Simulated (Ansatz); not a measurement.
The calculation's input:

```
crystal:
  periodic: [false, false, false]
  atoms:
    - { symbol: "N", position_ang: [0.6681, 1.7577, -0.9813] }
    - { symbol: Al, position_ang: [0.9667, 0.1176, -0.1594] }
    - { symbol: F, position_ang: [2.6301, -0.474, -0.0206] }
    - { symbol: Si, position_ang: [-0.7441, -1.1636, 0.6693] }
    - { symbol: H, position_ang: [0.102, 2.3744, -0.314] }
    - { symbol: H, position_ang: [-0.0367, 1.6309, -1.785] }
    - { symbol: H, position_ang: [-1.7082, -1.5018, -0.4245] }
    - { symbol: H, position_ang: [-0.2536, -2.3969, 1.2568] }
    - { symbol: H, position_ang: [-1.5357, -0.3906, 1.7415] }
basis:
  gaussian: { orbitals: def2-SVP }
hamiltonian:
  xc: hf
relax:
  f_tol: 0.015
  max_steps: 40
output:
  orbitals: {}
```

Launched as:

```sh
ansatz run input.yaml --threads 1 --pin off --max-ram 2048MiB --backend cpu --events-out ev --progress --plain --runs-dir out
```

The fields are those of the relaxed geometry.

Method: Ansatz 0.2.0, RHF/def2-SVP.

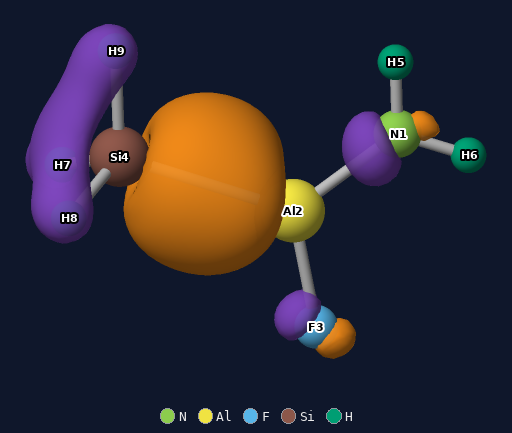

AlFH5NSi (SMILES [NH2][Al]([F])[SiH3]). The HOMO at ±0.15 Å⁻³ᐟ² (orange and purple are the two phases), seen at an oblique angle.

Describe this orbital and give its energy.

Its weight (Hirshfeld) is mainly on Si4 (about 45 %) and Al2 (about 30 %). Its energy is −10.70 eV.
